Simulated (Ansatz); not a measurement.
# PN (phosphorus nitride): HF/3-21G

Aim: the vertical singlet–triplet gap of PN (phosphorus nitride) at HF/3-21G, from 2 runs. 

The calculation is run with Ansatz 0.2.0.

41 further runs of the same task are left out: 41 set aside as unsound or not needed.

**1. The structure to begin with**

PN: 2 atoms, total charge 0, spin state singlet. SMILES: `N#P`. The bond length is the measured one.

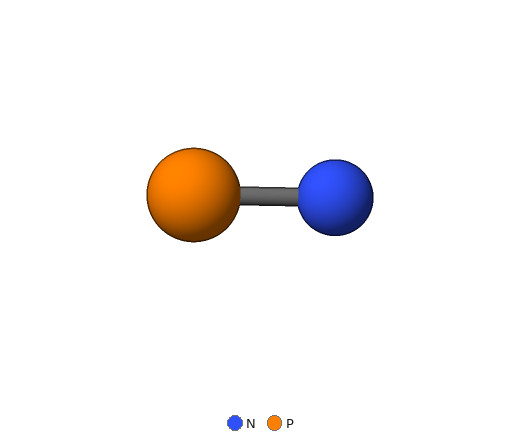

Viewed from a chosen angle; nitrogen blue, phosphorus orange.

**2. A single-point energy at HF/3-21G**

The input, job.yaml:

```yaml
crystal:
  periodic: [false, false, false]
  atoms:
    - {symbol: "N", position_ang: [0.000000, 0.000000, 0.000000]}
    - {symbol: P, position_ang: [0.000000, 0.000000, 1.490866]}
basis:
  gaussian: {orbitals: 3-21G.json}
hamiltonian: {xc: hf}
accuracy: high
output: {orbitals: {seedname: orbitals}}
```

The basis set 3-21G is read from a file made from the Basis Set Exchange's data (not shown).

On the command line:

```sh
$ ansatz run job.yaml --threads 1 --pin off --max-ram 3480MiB --events-out events.jsonl --progress --plain --runs-dir runs
```

The log of the run:

```text
Warning: RAYON_NUM_THREADS=1 ignored (pool sized by the plan → 1); use --threads N
Functional definition: HF
  name "HF"
  exchange = exact_x
  correlation = 0
465 factors; integrals over basis functions are off by at most 3.5e-9 eV
mean field evaluation 1: about -10693.8984 eV, gradient 3.0e1 eV
mean field evaluation 2: about -10693.9032 eV, gradient 3.0e1 eV
mean field evaluation 4: about -10696.2901 eV, gradient 2.0e0 eV
mean field evaluation 8: about -10696.3186 eV, gradient 1.4e-4 eV
mean field -10696.31863601 eV, -393.0824596483 hartree, gradient 2.5e-8 eV, S^2 0.000000; 0 other end points of the search recorded, 0 dependent functions left out
reference -10696.31863601 eV, -393.0824596483 hartree; 11, 11 occupied and 11, 11 virtual orbitals, 465 factors
Total energy: -10696.31863601 eV, -393.0824596483 hartree
```

Run time: 0.1 s. Hardware: 1 thread of Arm Neoverse V2, shared host.

**3. The triplet at the same level**

The input, input.yaml:

```yaml
crystal:
  periodic: [false, false, false]
  atoms:
    - symbol: N
      position_ang: [0.000000, 0.000000, 0.000000]
    - symbol: P
      position_ang: [0.000000, 0.000000, 1.490866]
basis:
  gaussian:
    orbitals: 3-21G.json
magnetization:
  spin_polarized: true
  initial_magnetization: 2
hamiltonian:
  xc: hf
accuracy: high
output: {orbitals: {seedname: orbitals}}
```

The basis set 3-21G is read from a file made from the Basis Set Exchange's data (not shown).

On the command line:

```sh
$ ansatz run input.yaml --threads 1 --pin off --max-ram 3480MiB --events-out events.jsonl --progress --plain --runs-dir runs
```

The log of the run (excerpt; [...] marks lines left out):

```text
Warning: RAYON_NUM_THREADS=1 ignored (pool sized by the plan → 1); use --threads N
Functional definition: HF
  name "HF"
[...]
465 factors; integrals over basis functions are off by at most 3.5e-9 eV
[...]
mean field -10693.71184747 eV, -392.9866619364 hartree, gradient 2.1e-8 eV, S^2 2.272193; 6 other end points of the search recorded, 0 dependent functions left out
reference -10693.71184747 eV, -392.9866619364 hartree; 12, 10 occupied and 10, 12 virtual orbitals, 465 factors
Total energy: -10693.71184747 eV, -392.9866619364 hartree
```

Run time: 0.34 s. Hardware: 1 thread of Arm Neoverse V2, shared host.

**4. Results**

Level: HF/3-21G.

```
                                        quantity          value
                           singlet: total energy  -393.08246 Eh
                            singlet: HOMO energy      -12.18 eV
                            singlet: LUMO energy        1.86 eV
                          singlet: HOMO–LUMO gap       14.03 eV
                           triplet: total energy  -392.98666 Eh
     triplet: HOMO energy (highest over α and β)       -8.72 eV
      triplet: LUMO energy (lowest over α and β)       -1.21 eV
                                   triplet: ⟨S²⟩          2.272
vertical energy of the triplet above the singlet       2.607 eV
```

At this shape the triplet lies 2.61 eV (60 kcal/mol) above the singlet. ⟨S²⟩ (triplet) is 2.27 where a pure triplet has 2.00: the reference is spin-contaminated.
